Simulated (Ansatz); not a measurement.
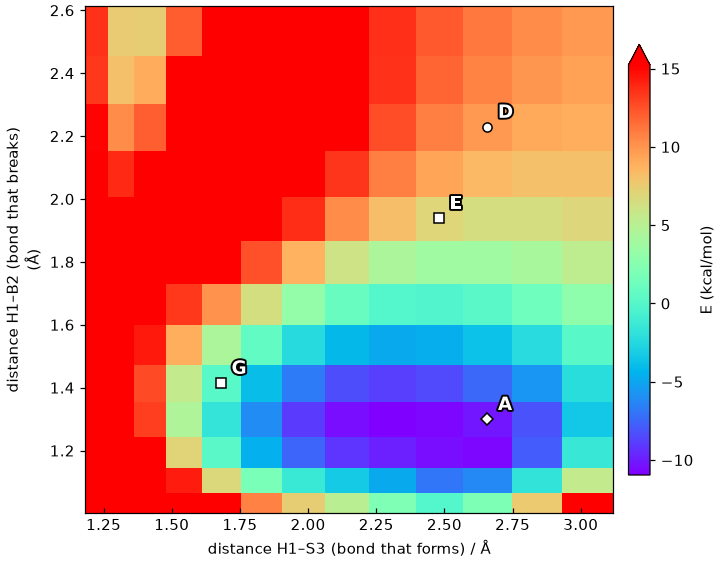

The reacting system BH4S, spin multiplicity 2. 
- First axis: distance H1–S3 (bond that forms). Second axis: distance H1–B2 (bond that breaks).
- Relaxed at each point: all other coordinates.
- The scan uses a 13 × 13 grid.
- Points are written as (first, second).
- All energies are given in kcal/mol relative to a guessed transition structure relaxed with its forming and breaking bonds held.
- Energies and slopes of some neighbouring points disagree (a jump in structure or state, or too coarse a mesh).
- Method: UKS PBE0-D4/def2-SVP (Ansatz 0.2.0).

The picture shows one coloured cell a grid point, one colour for all values above the top of the scale, lettered points.

Rank the lettered points by energy, lowest first.

Answer. A (−10.1 kcal/mol), G (0.19 kcal/mol), E (7.0 kcal/mol), D (9.8 kcal/mol).
